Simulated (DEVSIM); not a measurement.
Structure: Al/SiO2/n-Si capacitor, at 300 K.

```csv
layer (left to right),material,thickness (nm),Nd (cm⁻³)
1,SiO2,16.0,-
2,Si,910,4e17
```

Metal gate on the left, work function 4.1 eV. Fixed charge at the semiconductor interface -1.1e11 cm⁻² (in units of +e); no interface traps.

The device is made up for the run: typed textbook-type constants, with dimensions and the other settings drawn at random. Values at 300 K.

```tsv
parameter	SiO2	Si
gap (eV)	9	1.124
affinity (eV)	0.9	4.05
permittivity	3.9	11.7
Nc (cm⁻³)	-	2.86e19
Nv (cm⁻³)	-	3.1e19
```

Simulated with DEVSIM: 1D Poisson equation in equilibrium, Boltzmann statistics, complete ionisation; no quantum confinement or tunnelling. Metal contacts follow the ideal Schottky-Mott rule: no Fermi-level pinning, no interface dipoles.

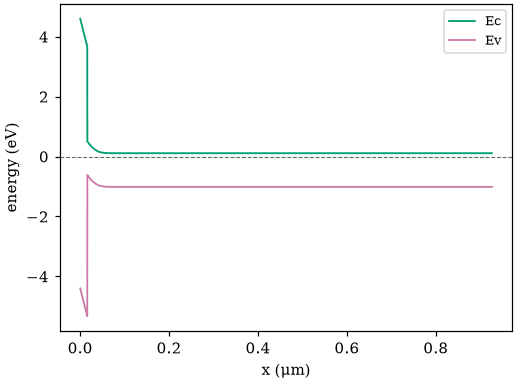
Fig. 1. Band edges at -1.4 V on the gate

Energies count from the Fermi level of the right contact; mesh points crowd at the junctions.

```
x (μm)    Ec (eV)  Ev (eV)  n (cm⁻³)  p (cm⁻³)  field (V/cm)
--------  -------  -------  --------  --------  ------------
0.000       4.600   -4.400     < 1e2     < 1e2       -590000
0.001139    4.533   -4.467     < 1e2     < 1e2       -590000
0.003227    4.409   -4.591     < 1e2     < 1e2       -590000
0.007305    4.169   -4.831     < 1e2     < 1e2       -590000
0.01282     3.843   -5.157     < 1e2     < 1e2       -590000
0.01489     3.721   -5.279     < 1e2     < 1e2       -590000
0.01600     0.506   -0.618    9.2e10     1.3e9       -320000
0.01794     0.465   -0.659    4.4e11     2.7e8       -200000
0.02114     0.404   -0.720    4.7e12     2.5e7       -180000
0.02767     0.298   -0.826    2.8e14    420000       -140000
0.04094     0.164   -0.960    5.0e16      2300        -62000
0.08442     0.110   -1.014    4.0e17       290          -140
0.1564      0.110   -1.014    4.0e17       290           ≈ 0
0.3028      0.110   -1.014    4.0e17       290           ≈ 0
0.6430      0.110   -1.014    4.0e17       290           ≈ 0
0.7921      0.110   -1.014    4.0e17       290           ≈ 0
0.8608      0.110   -1.014    4.0e17       290           ≈ 0
0.8945      0.110   -1.014    4.0e17       290           ≈ 0
0.9145      0.110   -1.014    4.0e17       290           ≈ 0
0.9209      0.110   -1.014    4.0e17       290           ≈ 0
0.9242      0.110   -1.014    4.0e17       290           ≈ 0
0.9260      0.110   -1.014    4.0e17       290           ≈ 0
```
